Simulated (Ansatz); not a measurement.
Process, species as SMILES: [F][Ge] (F-Ge) → F atom + Ge atom
B3LYP-D3(BJ)/def2-TZVP geometries, fixed; electronic energies without zero-point terms.
Largest species:
```
F
Ge 1 1.7699
```
Charge 0, spin multiplicity 2.

Basis-set convergence of the atomisation energy at MP2 with Ansatz (a quantum-chemistry and plane-wave program). Cartesian d functions, on some or all atoms, in 3-21G, 6-31G; all else is spherical. Cores are frozen (with 3d on Ga to Br). Open shells are unrestricted. No added dispersion term, no relativity. Functions are those of the species that has most. Reference: Hartree-Fock in aug-cc-pVQZ plus the correlation part extrapolated as X^-3 from aug-cc-pVTZ and aug-cc-pVQZ, 131.67 kcal/mol, itself unsure by roughly 0.66 kcal/mol (a third of the extrapolation step and of the last Hartree-Fock step). Deviations are taken from unrounded values.

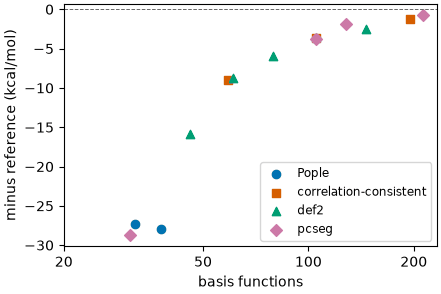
Fig. 1. Deviation from the reference against the number of basis functions, by family of sets.

```json
[
 {"basis": "pcseg-0", "functions": "31", "atomisation energy (kcal/mol)": "102.92", "minus reference (kcal/mol)": "-28.75"},
 {"basis": "3-21G", "functions": "32", "atomisation energy (kcal/mol)": "104.30", "minus reference (kcal/mol)": "-27.37"},
 {"basis": "6-31G", "functions": "38", "atomisation energy (kcal/mol)": "103.72", "minus reference (kcal/mol)": "-27.95"},
 {"basis": "def2-SVP", "functions": "46", "atomisation energy (kcal/mol)": "115.78", "minus reference (kcal/mol)": "-15.89"},
 {"basis": "aug-cc-pVDZ", "functions": "59", "atomisation energy (kcal/mol)": "122.66", "minus reference (kcal/mol)": "-9.01"},
 {"basis": "def2-SVPD", "functions": "61", "atomisation energy (kcal/mol)": "122.95", "minus reference (kcal/mol)": "-8.71"},
 {"basis": "def2-TZVPP", "functions": "79", "atomisation energy (kcal/mol)": "125.68", "minus reference (kcal/mol)": "-5.99"},
 {"basis": "aug-cc-pVTZ", "functions": "105", "atomisation energy (kcal/mol)": "127.96", "minus reference (kcal/mol)": "-3.71"},
 {"basis": "aug-pcseg-2", "functions": "105", "atomisation energy (kcal/mol)": "127.90", "minus reference (kcal/mol)": "-3.76"},
 {"basis": "pcseg-3", "functions": "128", "atomisation energy (kcal/mol)": "129.82", "minus reference (kcal/mol)": "-1.85"},
 {"basis": "def2-QZVPP", "functions": "146", "atomisation energy (kcal/mol)": "129.18", "minus reference (kcal/mol)": "-2.49"},
 {"basis": "cc-pV5Z", "functions": "195", "atomisation energy (kcal/mol)": "130.45", "minus reference (kcal/mol)": "-1.22"},
 {"basis": "pcseg-4", "functions": "212", "atomisation energy (kcal/mol)": "130.90", "minus reference (kcal/mol)": "-0.76"}
]
```
